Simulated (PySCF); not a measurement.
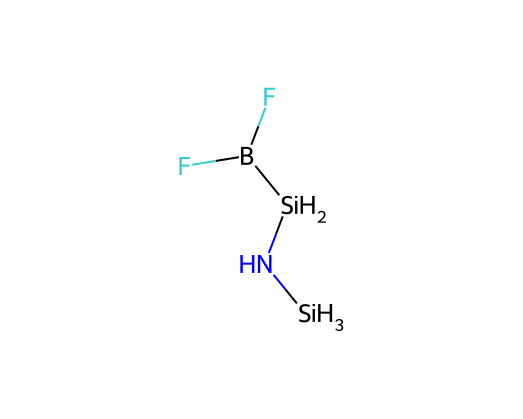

Computed geometry: GFN2-xTB optimisation. No frequency run is at hand to confirm it as a minimum. Level of theory: PBE0/def2-SVPD, gas phase (PySCF 2.14.0). Excitations: vertical, linear response.

What is the HOMO energy (Kohn–Sham orbital)?

Answer. −7.49 eV.

What is the mean static polarisability?

Answer. 73.6 bohr³.

Estimate the HOMO–LUMO gap.

Answer. 5.87 eV.

Give the dipole moment at this level.

Answer. 1.86 D.

The geometry is semi-empirical. Around B, Si such bond lengths and angles can be off by a tenth of an ångström or more and by several degrees, and values that hang on the shape move with them.
